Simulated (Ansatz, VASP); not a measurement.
**Si2W in two plane-wave programs**

Wanted: the spread between two codes on one cell, functional and k mesh. The cell is taken from a series of VASP runs on this material, whose earlier steps may have relaxed, scaled or displaced it; both programs get it as it stands. Valence electrons are named where the data sets of a main pair hold unlike numbers.

Program: Ansatz 0.2.0. Level of theory: plane waves, with VASP 6.6.1 beside it; band structure at PBE with D3(BJ), spin-orbit coupling. Results are calculated unless marked as measured.

**1. Starting point**

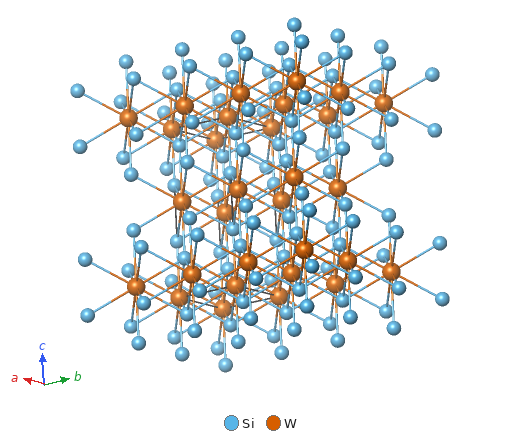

The starting structure, seen from a free direction (silicon blue, tungsten orange). 2×3×1 cells are drawn. This picture shows the conventional cell, with its axes. Some periodic images of atoms are drawn too.

As a file:

```cif
data_structure
_symmetry_space_group_name_H-M 'P 1'
_symmetry_Int_Tables_number 1
_cell_length_a 4.5013
_cell_length_b 4.5013
_cell_length_c 4.5013
_cell_angle_alpha 138.474
_cell_angle_beta 138.474
_cell_angle_gamma 60.177
_cell_volume 39.67
loop_
_atom_site_label
_atom_site_type_symbol
_atom_site_fract_x
_atom_site_fract_y
_atom_site_fract_z
_atom_site_occupancy
Si1 Si 0.33431 0.33431 0.00000 1
Si2 Si 0.66569 0.66569 0.00000 1
W3 W 0.00000 0.00000 0.00000 1
```

**2. VASP: band structure, PBE with D3(BJ), spin-orbit coupling**

A single point gives forces, pressure and levels at one fixed geometry, so differences don't come from the geometry; what else differs is listed under the comparison.

Lines of VASP's logs that name or quote its potential files are left out, and so is its time.

INCAR

```
SYSTEM = Si2W
PREC = Accurate
ENCUT = 400
EDIFF = 1E-06
NELM = 100
ISMEAR = 0
SIGMA = 0.05
LREAL = .FALSE.
ALGO = Normal
GGA = PE
IVDW = 12
LNONCOLLINEAR = .TRUE.
MAGMOM = 0 0 0 0 0 0 0 0 0
NBANDS = 26
GGA_COMPAT = .FALSE.
LASPH = .TRUE.
LSORBIT = .TRUE.
LMAXMIX = 4
LORBIT = 11
LWAVE = .FALSE.
LCHARG = .FALSE.
KPAR = 2
```

POSCAR

```
Si2W
1.0
   -1.5957015018      1.5957015018      3.8947253072
    1.5957015018     -1.5957015018      3.8947253072
    1.5957015018      1.5957015018     -3.8947253072
Si W
2 1
Direct
    0.3343069257      0.3343069257      0.0000000000
    0.6656930743      0.6656930743      0.0000000000
    0.0000000000      0.0000000000      0.0000000000
```

KPOINTS

```
Automatic mesh
0
Gamma
8 8 8
0 0 0
```

KPOINTS_OPT

```
Line mode
16
Line-mode
Reciprocal
  0.00000000   0.00000000   0.00000000 GAMMA
  0.00000000   0.00000000   0.50000000 X

  0.00000000   0.00000000   0.50000000 X
 -0.08393047   0.08393047   0.50000000 Y

 -0.08393047   0.08393047   0.50000000 Y
 -0.29196523   0.29196523   0.29196523 S

 -0.29196523   0.29196523   0.29196523 S
  0.00000000   0.00000000   0.00000000 GAMMA

  0.00000000   0.00000000   0.00000000 GAMMA
  0.50000000   0.50000000  -0.50000000 Z

  0.50000000   0.50000000  -0.50000000 Z
  0.29196523   0.70803477  -0.29196523 S1

  0.29196523   0.70803477  -0.29196523 S1
  0.00000000   0.50000000   0.00000000 N

  0.00000000   0.50000000   0.00000000 N
  0.25000000   0.25000000   0.25000000 P

  0.25000000   0.25000000   0.25000000 P
  0.50000000   0.50000000  -0.08393047 Y1

  0.50000000   0.50000000  -0.08393047 Y1
  0.50000000   0.50000000  -0.50000000 Z

  0.00000000   0.00000000   0.50000000 X
  0.25000000   0.25000000   0.25000000 P
```

PAW data sets: Si and W (PBE family, release 64).

On the command line:

```console
mpirun -np 2 vasp_ncl
```

Numbers of over 12 decimals in the logs are rounded to 6 here.

Output:

```text
[banner, memory and clock lines left out]
running    2 mpi-ranks, on    1 nodes
 distrk:  each k-point on    1 cores,    2 groups
 distr:  one band on    1 cores,    1 groups

 POSCAR found type information on POSCAR SiW
 POSCAR found :  2 types and       3 ions
 LDA part: xc-table for (Slater+PW92), standard interpolation
 POSCAR, INCAR and KPOINTS ok, starting setup
 FFT: planning ... GRIDC
 FFT: planning ... GRID_SOFT
 FFT: planning ... GRID
 WAVECAR not read
 entering main loop
       N       E                     dE             d eps       ncg     rms          rms(c)
DAV:   1     0.240491896557E+02    0.24049E+02   -0.49947E+03  3140   0.764E+02
DAV:   2    -0.234792917334E+02   -0.47528E+02   -0.44220E+02  3822   0.180E+02
DAV:   3    -0.258504887018E+02   -0.23712E+01   -0.23039E+01  4142   0.342E+01
DAV:   4    -0.258877262505E+02   -0.37238E-01   -0.37108E-01  3920   0.464E+00
DAV:   5    -0.258883340516E+02   -0.60780E-03   -0.60729E-03  4018   0.514E-01    0.269E+01
DAV:   6    -0.251592916656E+02    0.72904E+00   -0.18407E+00  4288   0.914E+00    0.111E+01
DAV:   7    -0.250532167588E+02    0.10607E+00   -0.20728E-01  3466   0.336E+00    0.605E+00
DAV:   8    -0.250307351830E+02    0.22482E-01   -0.28050E-02  3858   0.117E+00    0.135E+00
DAV:   9    -0.250302454060E+02    0.48978E-03   -0.18137E-03  4126   0.320E-01    0.366E-01
DAV:  10    -0.250301009182E+02    0.14449E-03   -0.53474E-04  3642   0.159E-01    0.185E-01
DAV:  11    -0.250301161873E+02   -0.15269E-04   -0.99508E-05  3570   0.691E-02    0.366E-02
DAV:  12    -0.250301087837E+02    0.74035E-05   -0.82094E-06  3522   0.208E-02    0.120E-02
DAV:  13    -0.250301088544E+02   -0.70640E-07   -0.99514E-07  2546   0.649E-03
   1 F= -.26781331E+02 E0= -.26781155E+02  d E =-.351105E-03  mag=    -0.0000     0.0000     0.0000
 Start KPOINTS_OPT (optional k-point list driver)
k-point batch [1-59\176]
       N       E                     dE             ncg
DAV:   1     0.741963348264E+04   -0.15460E+05     3100
DAV:   2     0.463297325038E+04   -0.27867E+04     3802
DAV:   3     0.449833239656E+04   -0.13464E+03     4042
DAV:   4     0.449639426925E+04   -0.19381E+01     3818
DAV:   5     0.449636298276E+04   -0.31286E-01     4170
DAV:   6     0.449636256656E+04   -0.41620E-03     3886
DAV:   7     0.449636255756E+04   -0.90013E-05     3814
DAV:   8     0.449636255740E+04   -0.16222E-06     2886
[...]
k-point batch [119-176\176]
       N       E                     dE             ncg
DAV:   1     0.757788965813E+04   -0.21012E+05     3080
DAV:   2     0.499178639167E+04   -0.25861E+04     3700
DAV:   3     0.487584188469E+04   -0.11594E+03     4080
DAV:   4     0.487428777896E+04   -0.15541E+01     3652
DAV:   5     0.487426166735E+04   -0.26112E-01     3760
DAV:   6     0.487426104762E+04   -0.61972E-03     3730
DAV:   7     0.487426103633E+04   -0.11289E-04     3372
DAV:   8     0.487426103582E+04   -0.51187E-06     2698
```

From OUTCAR (step 2):

```text
ion  position               nearest neighbor table
   1  0.334  0.334  0.000-   2 2.58   3 2.60   3 2.60   3 2.60   3 2.60   3 2.60   2 2.61   2 2.61
                             2 2.61   2 2.61
   2  0.666  0.666  0.000-   1 2.58   3 2.60   3 2.60   3 2.60   3 2.60   3 2.60   1 2.61   1 2.61
                             1 2.61   1 2.61
   3  0.000  0.000  0.000-   2 2.60   2 2.60   2 2.60   1 2.60   1 2.60   1 2.60   2 2.60   1 2.60
                             1 2.60   2 2.60

  LATTYP: Found a body centered tetragonal cell.
 ALAT       =     3.1914030036
 C/A-ratio  =     2.4407605701

 Subroutine GETGRP returns: Found 16 space group operations
 (whereof 16 operations were pure point group operations)

The static configuration has the point symmetry D_4h.

 Found     59 irreducible k-points:

   k-points           NKPTS =     59   k-points in BZ     NKDIM =     59   number of bands    NBANDS=     26

   dimension x,y,z NGX =    30 NGY =   30 NGZ =   30
   dimension x,y,z NGXF=    60 NGYF=   60 NGZF=   60

   ENCUT  =  400.0 eV  29.40 Ry    5.42 a.u.   7.34  7.34  7.34*2*pi/ulx,y,z

   NELECT =      14.0000    total number of electrons

 k-points in reciprocal lattice and weights: Automatic mesh
   0.00000000  0.00000000  0.00000000       0.002
   0.12500000 -0.00000000  0.00000000       0.016
   0.25000000 -0.00000000  0.00000000       0.016
   0.37500000  0.00000000  0.00000000       0.016
   0.50000000 -0.00000000  0.00000000       0.008
   0.12500000  0.12500000  0.00000000       0.016
   0.25000000  0.12500000  0.00000000       0.031
   0.37500000  0.12500000  0.00000000       0.031
   0.50000000  0.12500000  0.00000000       0.031
[...]
-0.37500000 -0.37500000  0.37500000       0.004
   0.50000000  0.50000000  0.50000000       0.002

 average (electrostatic) potential at core
       1 -79.0607       2 -79.0607       3 -34.5710

 E-fermi :  10.7385

 k-point     1 :       0.0000    0.0000    0.0000
  band No.  band energies     occupation
    ...
      8       7.3542      1.00000
      9       7.8221      1.00000
     10       7.8221      1.00000
     11       7.9811      1.00000
     12       7.9811      1.00000
     13      11.4492      0.00000
     14      11.4492      0.00000
     15      13.4048      0.00000
     16      13.4048      0.00000
     17      13.6852      0.00000
    ...

 k-point     2 :       0.1250   -0.0000    0.0000
  band No.  band energies     occupation
    ...
     10       8.0654      1.00000
     11       8.1853      1.00000
     12       8.1853      1.00000
     13      10.4925      1.00000
     14      10.4925      1.00000
     15      12.7990      0.00000
     16      12.7990      0.00000
     17      13.3619      0.00000
     18      13.3619      0.00000
     19      14.5000      0.00000
    ...

 k-point     3 :       0.2500   -0.0000    0.0000
  band No.  band energies     occupation
    ...
     10       8.2539      1.00000
     11       8.5452      1.00000
     12       8.5452      1.00000
     13       9.4261      1.00000
     14       9.4261      1.00000
     15      12.1458      0.00000
     16      12.1458      0.00000
     17      13.1067      0.00000
     18      13.1067      0.00000
     19      15.1802      0.00000
    ...

 Edisp (eV)   -1.75122

  Total      -0.00352    -0.00352    -0.06452     0.00000    -0.00000     0.00000
  in kB      -0.14209    -0.14209    -2.60604     0.00000    -0.00000     0.00000
  external pressure =       -0.96 kB  Pullay stress =        0.00 kB

  energy-cutoff  :      400.00
  volume of cell :       39.67
      direct lattice vectors                 reciprocal lattice vectors
    -1.595701502  1.595701502  3.894725307     0.000000000  0.313341812  0.128378759
     1.595701502 -1.595701502  3.894725307     0.313341812  0.000000000  0.128378759
     1.595701502  1.595701502 -3.894725307     0.313341812  0.313341812  0.000000000

 POSITION                                       TOTAL-FORCE (eV/Angst)
 -----------------------------------------------------------------------------------
      0.00000      0.00000      2.60407         0.000000      0.000000      0.000832
      0.00000      0.00000      5.18538        -0.000000     -0.000000     -0.000832
      0.00000      0.00000      0.00000        -0.000000     -0.000000      0.000000
 -----------------------------------------------------------------------------------
    total drift:                                0.000000     -0.000000      0.000000

  FREE ENERGIE OF THE ION-ELECTRON SYSTEM (eV)
  ---------------------------------------------------
  free  energy   TOTEN  =       -26.7813309683 eV

  energy  without entropy=      -26.7809798632  energy(sigma->0) =      -26.78115542

 Spin-Orbit-Coupling matrix elements
 Ion:    1  E_soc:     -0.0011143
 Ion:    2  E_soc:     -0.0011143
 Ion:    3  E_soc:     -0.3341370

 total charge
# of ion       s       p       d       tot
------------------------------------------
    1        0.736   0.903   0.000   1.640
    2        0.736   0.903   0.000   1.640
    3        0.571   0.703   4.527   5.801
--------------------------------------------------
tot          2.043   2.510   4.527   9.081

 magnetization (x)
# of ion       s       p       d       tot
------------------------------------------
    1        0.000  -0.000   0.000  -0.000
    2        0.000  -0.000   0.000  -0.000
    3        0.000   0.000   0.000   0.000
--------------------------------------------------
tot          0.000  -0.000   0.000  -0.000

 magnetization (y)
# of ion       s       p       d       tot
------------------------------------------
    1        0.000   0.000   0.000   0.000
    2        0.000   0.000   0.000   0.000
    3        0.000   0.000   0.000   0.000
--------------------------------------------------
tot          0.000   0.000   0.000   0.000

 magnetization (z)
# of ion       s       p       d       tot
------------------------------------------
    1        0.000   0.000   0.000   0.000
    2        0.000   0.000   0.000   0.000
    3        0.000   0.000   0.000   0.000
--------------------------------------------------
tot          0.000   0.000   0.000   0.000

[... 3 further parts left out ...]
```

Dispersion corrections of this kind ignore metallic screening and tend to overbind metals. The data set W keeps the semicore shell frozen, which is cheaper and a little less accurate.

(Part 1 of 2 ends here.)

[Lines on the potential files, build, host, timing and source positions are cut from VASP's logs without a mark.]

[Logs are printed without paths, hosts, clocks, repeated set-up lines and the standing remarks that a program may print on its own settings, such as how far it seeks lower states.]

[Hosts, paths, dates, database ids (printed as entryN), source tags and the programs' standing remarks are cut or masked in the printed files.]
